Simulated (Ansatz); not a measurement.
Input file:

```
crystal:
  periodic: [false, false, false]
  atoms:
    - {symbol: In, position_ang: [-0.240942, 0.277031, -2.137781]}
    - {symbol: N, position_ang: [0.700014, -0.653957, -0.212466]}
    - {symbol: N, position_ang: [-0.491917, -0.938114, -0.100461]}
    - {symbol: H, position_ang: [1.329845, -0.986109, 0.568918]}
basis:
  gaussian:
    orbitals: def2-TZVPD
hamiltonian:
  xc: pbe0
output: {forces: true, orbitals: {seedname: orbitals}}
```

Run with:

```sh
ansatz run input.yaml --threads 1 --pin off --max-ram 2610MiB --events-out events.jsonl --progress --plain --runs-dir runs
```

Geometry: r2SCAN-D4/def2-SVP; core potentials replace the inner electrons of In.

These are results of isolated molecule in a Gaussian basis; Kohn-Sham density functional theory, functional PBE0 (Ansatz), not measurements.

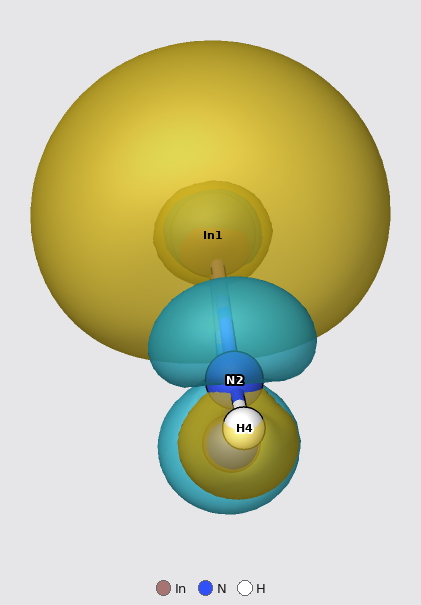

HInN2 (SMILES [N-]1[NH][In+]1). The HOMO−1 at ±0.08 Å⁻³ᐟ² (yellow and cyan are the two phases), seen at an oblique angle.

**Where does this orbital lie, and at what energy?**

It lies mainly on In1 (about 80 %), N2 (about 10 %) and N3 (about 5 %); it is symmetric in the molecular plane (an in-plane orbital: σ, lone-pair or in-plane π type). Its energy is −7.60 eV.
